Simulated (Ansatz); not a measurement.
# HfPbSO2 (built on the sites of a database entry of HfPbO3): a soft mode frozen in, part 3 of 3

Wanted: the energy along a soft mode of HfPbSO2 (built on the sites of a database entry of HfPbO3) and the structure at the end.

Ansatz 0.2.0; DFT PBEsol, scalar-relativistic, plane waves, PAW.

So far. Step 5 (Energy along the mode, all amplitudes (two of the runs …): The lowest of the steps tried is at 0.22 Å, 9.8 meV/atom below the parent; the bottom of the well need not coincide with a step. Step 7 (The new phase in its own primitive cell): The largest force component left is 0.042 meV/Å and the pressure is 0.001 GPa, within the tolerances set. The cell now holds 16.97 Å³/atom. The relaxed cell has a = 4.040, c = 5.201 Å (conventional setting).

The structure was built from a prototype and need not be the compound's stable phase.

### Step 8. Modes of the new phase, k-mesh 6×6×6

A relaxed structure may still be a saddle point, so its zone-centre modes are computed. The response to a homogeneous field gives the Born charges and the dielectric tensor.

input.yaml

```yaml
crystal:
  lattice:
    - [4.0398036017, 0.0, 0.0]
    - [0.0, 4.0398036017, 0.0]
    - [0.0, 0.0, 5.2006333057]
  atoms:
    - { symbol: Hf, position: [0.5, 0.5, 0.5] }
    - { symbol: Pb, position: [0.0, 0.0, 0.0] }
    - { symbol: S, position: [0.5, 0.5, 0.0] }
    - { symbol: O, position: [0.5, 0.0, 0.564986303] }
    - { symbol: O, position: [0.0, 0.5, 0.435013697] }
kpoints:
  mp_grid: { grid: [6, 6, 6] }
hamiltonian:
  xc: pbesol
scf:
  occupations: { method: fixed }
output:
  eigenvalues: true
phonons:
  method: dfpt
  dielectric: true
  rigid_motions: translations
```

Launch:

```console
$ ansatz run input.yaml --threads 8 --pin off --max-ram 14336MiB --backend cpu --events-out ev --progress --plain --runs-dir out
```

Numbers of over 12 decimals in the logs are rounded to 6 here.

The log of the run:

```text
[...]
Crystal: 5 atoms, lattice volume = 84.874 Å³
Basis set: ecut = 420 eV, 1641 PW (Γ), exchange–correlation on 60×60×72 points (8 copies of the dense FFT grid, shifted against one another)
Bands: 35, of which v1, the nominal top of the filled ones, is band 29 counted from 1 (28 counted from 0)
Symmetry: 8 space group operations
k-points: 112 of 216 (irreducible under 1 space group operation, time reversal used)
[...]
SCF iter   1: F=—  HF=-29364.548124 eV  |F-HF|=—  |Δ(HF+E_count)|=         —  Δρ=1.24e-2  dr2=1.29e-1  ethr=1.77e-3  ⟨swp⟩=4.9  Hψ=13238  notcnv=0  defer=407
[...]
SCF iter  11: F=-29364.515404 eV  HF=-29364.515404 eV  |F-HF|=1.46e-11  |Δ(HF+E_count)|=  2.55e-11  Δρ=1.13e-7  dr2=1.00e-11  ethr=1.00e-12  ⟨swp⟩=11.9  Hψ=23765  notcnv=0
SCF 1 converged in 11 iterations: F = -29364.515404 eV  dr2 = 1.00e-11
[...]
DFPT response loops at Γ: preconditioner auto → Resta (q_TF=auto, 2.561 Å⁻¹)  ε∞=6.7 (no band partly filled); β = 1.00, the filter's whole step (`scf.mixing.beta` (0.50) is not read by the response loops at its default; to damp them type it under 1.00, their step now; it binds the ground state too); Broyden in place of MSR1
── the response to a field inside a basis, on 10×10×8 k-points: an SCF that follows is theirs, and a resumed run solves both again ──
Bands: 30, of which v1, the nominal top of the filled ones, is band 29 counted from 1 (28 counted from 0)
k-points: 60
[...]
Eigensolver: Dense (60 Hₖ)
SCF iter   1: F=—  HF=-29364.499688 eV  |F-HF|=—  |Δ(HF+E_count)|=         —  Δρ=3.65e-4  dr2=2.37e-5  ethr=1.00e-1
[...]
SCF iter   4: F=-29364.499687 eV  HF=-29364.499687 eV  |F-HF|=2.69e-10  |Δ(HF+E_count)|=   3.16e-7  Δρ=6.29e-6  dr2=3.22e-8  ethr=2.36e-9
SCF 1 converged in 4 iterations: F = -29364.499687 eV  dr2 = 3.22e-8
[...]
WARN: field response: ε∞ stands inside a basis, on 10×10×8 points; the force constants stand on the 6×6×6 k-mesh, whose period is 8.84 times the interband length at k = (0.0000, -0.5000, -0.5000), direct gap 2.150 eV, under 14: take them and everything formed from them as unconverged, and compare with a denser kpoints.mp_grid
SCF converged after 11 iterations
Free energy (F): -29364.515404 eV
[...]
Internal energy: -29364.515404 eV  (E = F + TS)
E sigma→0 (E₀):  -29364.515404 eV
Fermi energy:    11.108556 eV
[...]
--- Band table (eV; the first three rows and the last of 112) ---
  k-point 0: bands = [... 25 lower, 8.9983, 9.3365, 9.3365, 10.0215, 14.2880, 14.3245, 14.3245, 14.4104, ... 2 higher]
  k-point 1: bands = [... 25 lower, 8.8436, 9.4905, 9.4905, 9.5432, 14.2075, 14.4172, 14.5840, 14.5840, ... 2 higher]
  k-point 2: bands = [... 25 lower, 8.8340, 9.1154, 9.6572, 9.6572, 13.3822, 14.4308, 15.2118, 15.2118, ... 2 higher]
  k-point 111: bands = [... 25 lower, 7.2183, 9.4118, 9.4118, 10.3563, 14.6840, 15.4566, 15.4566, 17.1908, ... 2 higher]
--- Phonons (Γ-DFPT): 9 representative perturbations + reference, on 112 of 216 k-points (Σ response iterations 34) ---
  k mesh reduced under 1 symmetry operation, with k and −k counted as one. Each operation leaves every solved perturbation unchanged. A smaller set is not considered because the run solves the response to a homogeneous field
  ASR residual: 6.503e-5 → 0.000e0 eV/Å²; symmetrization residual: 9.402e-6 eV/Å²
  ASR residual per site (eV/Å²): 1.75e-5 5.46e-5 6.50e-5 3.14e-5 3.14e-5
[...]
ε∞ (high-frequency dielectric tensor):
       11.087890    -0.000000     0.000000
       -0.000000    11.087890    -0.000000
        0.000000    -0.000000     6.860329
  softest optical mode at Γ: -74.05 cm⁻¹; the repairs (sum rule, projections) moved no ω² at Γ by more than (1.72 cm⁻¹)²
  Born effective charges Z* (e; rows j = field, columns β = displacement):
    site 0:
         6.01931    0.00000    0.00000
         0.00000    6.01931   -0.00000
         0.00000    0.00000    5.21662
    site 1:
         5.26807   -0.00000    0.00000
        -0.00000    5.26807   -0.00000
         0.00000   -0.00000    2.63622
    site 2:
        -4.03132    0.00000   -0.00000
         0.00000   -4.03132    0.00000
        -0.00000    0.00000   -3.08451
    site 3:
        -1.66030    0.00000   -0.00000
        -0.00000   -5.59576   -0.00000
        -0.00000   -0.00000   -2.38417
    site 4:
        -5.59576    0.00000   -0.00000
         0.00000   -1.66030    0.00000
        -0.00000    0.00000   -2.38417
  Z* charge neutrality: 3.414e-3 e pre-enforcement
  solved inside a basis spanned on kpoints, on 10×10×8 k-points transformed towards the longest dipole: ε∞ is read to err by 5.7e-2, Z* by 7.0e-2 e (field_mesh: kpoints solves on kpoints); Z* is corrected for what the basis lacks
  optical modes at Γ without the LO–TO term, one row a degenerate level:
      ω (cm⁻¹)  modes    IR ((D/Å)²/amu)
        -74.05      1             5.3162
         30.54      2             6.9109
        152.55      2            60.4655
        185.51      2             0.2586
        211.01      1            22.1771
        245.76      1             0.0000
        333.91      1             0.0380
        482.95      2            69.5576
  optical modes at Γ + LO–TO along q̂ = [1.0000, 0.0000, 0.0000]:
      ω (cm⁻¹)  modes    IR ((D/Å)²/amu)
        -74.05      1             5.3162
         30.54      1             3.4554
         51.10      1             0.1499
        152.55      1            30.2328
        185.35      1             0.0051
        185.51      1             0.1293
        211.01      1            22.1771
        245.76      1             0.0000
        270.31      1            13.6163
        333.91      1             0.0380
        482.95      1            34.7788
        580.77      1            54.8250
  optical modes at Γ + LO–TO along q̂ = [0.0000, 1.0000, 0.0000]:
      ω (cm⁻¹)  modes    IR ((D/Å)²/amu)
        -74.05      1             5.3162
         30.54      1             3.4554
[...]
270.31      1            13.6163
        333.91      1             0.0380
        482.95      1            34.7788
        580.77      1            54.8250
  optical modes at Γ + LO–TO along q̂ = [0.0000, 0.0000, 1.0000]:
      ω (cm⁻¹)  modes    IR ((D/Å)²/amu)
         30.54      2             6.9109
         35.76      1             0.5817
        152.55      2            60.4655
        185.51      2             0.2586
        245.76      1             0.0000
        333.37      1             0.2498
        372.79      1            26.6999
        482.95      2            69.5576
```

Run time: 33 s. Hardware: 8 threads of AMD EPYC 9R45, shared host; peak memory 1.7 GiB; 3.8 min of CPU time.

Numbers from this step:

```
sum-rule residual before enforcement                    : 6.50e-5 eV/Å²
miss of the charge sum rule                             : 0.003414 e
estimated error of the dielectric tensor                : 0.05708
estimated error of the Born charges                     : 0.07041 e
point group                                             : -42m
highest optical mode at the zone centre (no LO-TO term) : 482.9 cm⁻¹
lowest optical zone-centre mode                         : -74.05 cm⁻¹
mean high-frequency dielectric constant                 : 9.679
largest Born charge (third of the trace)                : 5.752 e
top of the zone-centre spectrum with the field          : 580.8 cm⁻¹
```

Without the LO-TO term. Patterns of degenerate modes are one choice out of their space. The modes at Γ (shares of kinetic energy by element, %) (negative means imaginary):

| mode | frequency (cm⁻¹) | symmetry | Hf % | Pb % | S % | O % |
| --- | --- | --- | --- | --- | --- | --- |
| 1 | -74.0 | B2 | 21 | 51 | 10 | 18 |
| 2 | 0.0 | acoustic | 40 | 46 | 7 | 7 |
| 3 | 0.0 | acoustic | 40 | 46 | 7 | 7 |
| 4 | 0.0 | acoustic | 40 | 46 | 7 | 7 |
| 5 | 30.5 | E | 35 | 48 | 0 | 18 |
| 6 | 30.5 | E | 35 | 48 | 0 | 18 |
| 7 | 152.6 | E | 16 | 1 | 60 | 23 |
| 8 | 152.6 | E | 16 | 1 | 60 | 23 |
| 9 | 185.5 | E | 7 | 5 | 32 | 56 |
| 10 | 185.5 | E | 7 | 5 | 32 | 56 |
| 11 | 211.0 | B2 | 39 | 3 | 19 | 39 |
| 12 | 245.8 | A1 | 0 | 0 | 0 | 100 |
| 13 | 333.9 | B2 | 0 | 0 | 64 | 36 |
| 14 | 482.9 | E | 2 | 0 | 1 | 97 |
| 15 | 482.9 | E | 2 | 0 | 1 | 97 |

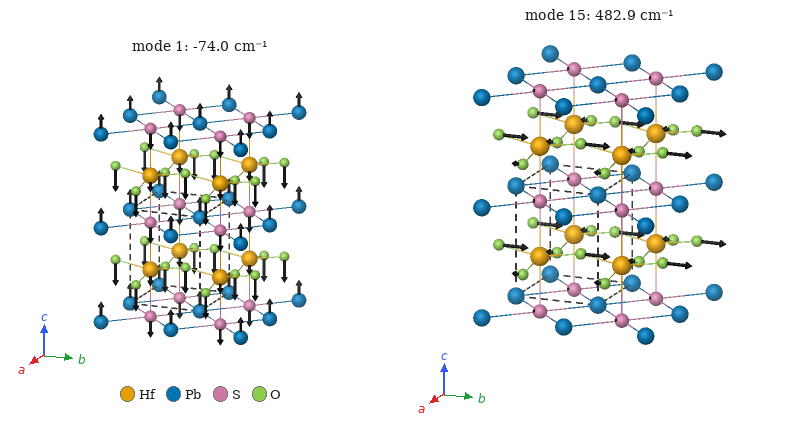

Displacement patterns of modes 1 and 15 at Γ; arrows are exaggerated. 2×2×2 cells are drawn. Some periodic images of atoms are drawn too.

Optical modes at the zone centre, without and with the macroscopic field of the longitudinal modes; each column is sorted by frequency, so a row need not hold one and the same mode. Modes with and without the field, by row:

| rank among optical modes | no field (cm⁻¹) | q along (1, 0, 0) (cm⁻¹) | q along (0, 0, 1) (cm⁻¹) |
| --- | --- | --- | --- |
| 1 | -74 | -74 | 30.5 |
| 2 | 30.5 | 30.5 | 30.5 |
| 3 | 30.5 | 51.1 | 35.8 |
| 4 | 152.6 | 152.6 | 152.6 |
| 5 | 152.6 | 185.3 | 152.6 |
| 6 | 185.5 | 185.5 | 185.5 |
| 7 | 185.5 | 211 | 185.5 |
| 8 | 211 | 245.8 | 245.8 |
| 9 | 245.8 | 270.3 | 333.4 |
| 10 | 333.9 | 333.9 | 372.8 |
| 11 | 482.9 | 482.9 | 482.9 |
| 12 | 482.9 | 580.8 | 482.9 |

Born charge (rows field, columns displacement) (e), principal values of the symmetric part by kind of site:

| atom | atoms with these values | low | middle | high | mean |
| --- | --- | --- | --- | --- | --- |
| Hf1 | 1 | 5.22 | 6.02 | 6.02 | 5.75 |
| Pb2 | 1 | 2.64 | 5.27 | 5.27 | 4.39 |
| S3 | 1 | -4.03 | -4.03 | -3.08 | -3.72 |
| O4 | 2 | -5.60 | -2.38 | -1.66 | -3.21 |

In full for O4:

```
-1.66  0.00  0.00
 0.00 -5.60  0.00
 0.00  0.00 -2.38
```

High-frequency dielectric tensor:

```
11.09  0.00  0.00
 0.00 11.09  0.00
 0.00  0.00  6.86
```

Transverse modes; imaginary modes are left out. Infrared lines, with heights relative to the strongest:

| position (cm⁻¹) | label | relative intensity |
| --- | --- | --- |
| 30 | E | 10 |
| 152 | E | 87 |
| 186 | E | 0.4 |
| 211 | B2 | 32 |
| 246 | A1 | 0.0 |
| 334 | B2 | 0.1 |
| 483 | E | 100 |

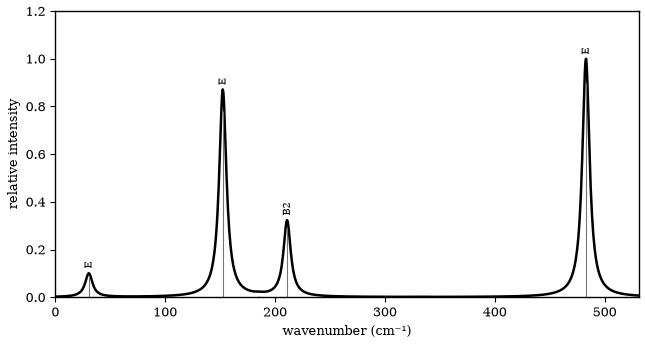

The infrared spectrum, broadened with Lorentzians of width 8 cm⁻¹; bars mark the lines.

Before it was imposed, the acoustic sum rule was missed by 6.5e-5 eV/Å² and the charge sum rule by 0.0034 e. Small misses are needed for a sound result but don't prove that mesh and cutoff are converged. The lowest optical mode is imaginary, 74.0i cm⁻¹, so the energy falls along it.

The log warns of the k mesh: “the force constants stand on the 6×6×6 k-mesh, whose period is 8.84 times the interband length at k = (0.0000, -0.5000, -0.5000), direct gap 2.150 eV, under 14: take them and everything formed from them as unconverged”.

### Step 9. Outcome

- unstable mode of the parent: q = (0, 0, 0), 170i cm⁻¹
- depth at the lowest point sampled: 9.8 meV/atom
- largest atomic shift at that point: 0.22 Å
- space group reached (within 0.01 Å): P-4m2
- energy gained over the parent (first relaxation, on the mesh of the frozen mode): 16.8 meV/atom
- volume per atom, phase reached: 17.0 Å³
- gap on the k-mesh, phase reached: 1.32 eV
- lowest optical zone-centre mode, phase reached: -74.0 cm⁻¹
- highest optical mode at the zone centre (no LO-TO term), phase reached: 483 cm⁻¹

What this shows: Along this mode the structure falls into P-4m2, 16.8 meV/atom below the parent. At the parent's cell the well is 9.8 meV/atom deep on the steps tried, with its lowest point at a shift of 0.22 Å. Relaxing atoms and cell changes the gain by +7.05 meV/atom against the lowest step (energies at zero smearing). The new phase still has an imaginary mode at the zone centre of its cell, so it is a saddle point on the way to a lower structure. Of the 2 patterns followed to their end from this parent, this one reaches the lowest energy. Each path keeps the symmetry of its pattern, so a lower phase may lie along a pattern not tried. With the field response the log warns that the k mesh is coarse for the force constants too, so the frequencies may not be converged. Spin-orbit coupling is left out, which can matter for the heavy elements here. The starting cell was built on a prototype and not taken from a measurement, so the phase need not exist.

[Logs are printed without paths, hosts, clocks, repeated set-up lines and the standing remarks that a program may print on its own settings, such as how far it seeks lower states.]

[Hosts, paths, dates, database ids (printed as entryN), source tags and the programs' standing remarks are cut or masked in the printed files.]
